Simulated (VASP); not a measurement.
Data:

```xyz
2
Lattice="3.1870 0.0000 0.0000 0.0000 3.1870 0.0000 0.0000 0.0000 3.1870" Properties=species:S:1:pos:R:3 pbc="T T T"
Co     0.0000     0.0000     0.0000
Te     1.5935     1.5935     1.5935
```

These are PBEsol GGA, VASP's PBE PAW potentials (set 64) (plane waves; VASP) values and carry that method's errors. Settings: 400 eV cut-off, 13×13×13 Γ-centred mesh, tetrahedra with Blöchl corrections, potentials Co Te.

Unless said otherwise, spin-orbit coupling is left out, though it shifts the bands of the heavy elements here.

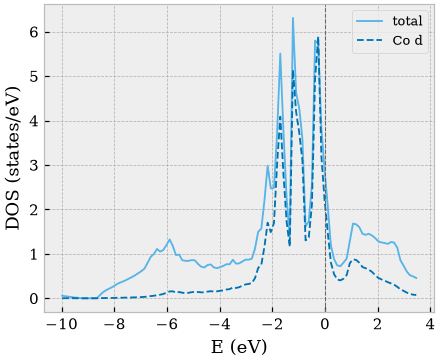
Fig. 1. Total and projected density of states, zero at the Fermi level

Within 2 eV below the Fermi level the largest weight inside VASP's projection spheres is Co d.

It has no gap at this level: it comes out as a metal or semimetal.

The structure was generated: CoTe was put into the CsCl type type (Pm-3m), which need not be its known phase. It was relaxed first, which changed the volume by -20 %. The run is not spin-polarised, so no magnetic state was tried. The electron count is odd and the run is not spin-polarised, which forces a metal.
